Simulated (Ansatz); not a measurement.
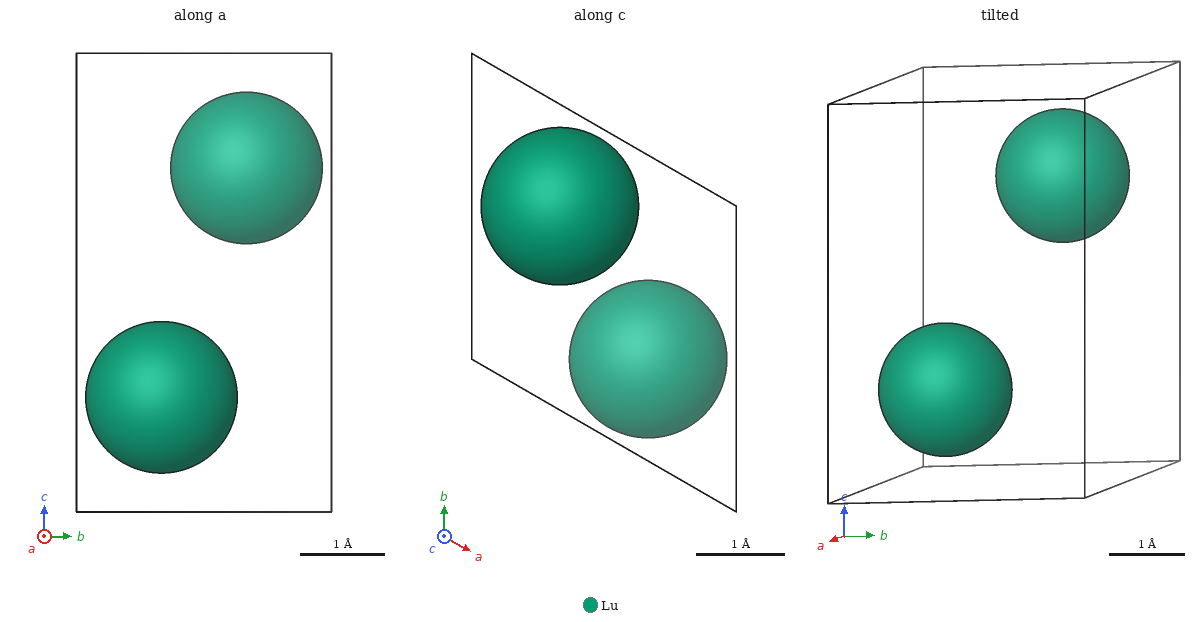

The crystal in a spheres-only representation, seen along the a axis, along the c axis and slightly off an axis. The parallelepiped is the conventional unit cell.

Characterise what is shown.

- The element is lutetium.
- The lattice is primitive hexagonal and the space group P6_3/mmc (No. 194).
- The arrangement is known as hexagonal close-packed (Mg type).
- The cell holds two atoms.
- About every Lu there are twelve Lu in an anticuboctahedral arrangement at about 3.4 to 3.5 Å.

The initial geometry was the standard structure of this element. It is drawn as it came out of a relaxation with Ansatz 0.2.0, DFT PBE, scalar-relativistic, plane waves, PAW.
